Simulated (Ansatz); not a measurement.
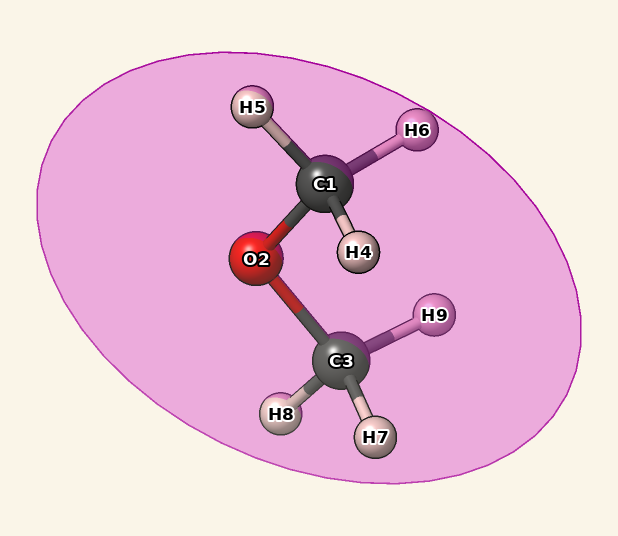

A disc through the centre of mass is drawn in. Distant atoms are faded towards the background colour. Computed geometry: PBE0-D4/def2-TZVP optimisation.

Is the plane of the disc a mirror plane of the structure?

Yes. The reflection leaves C1, O2, C3, H5, H8 in place and moves H4 ↔ H6; H7 ↔ H9. The point group is C2v.
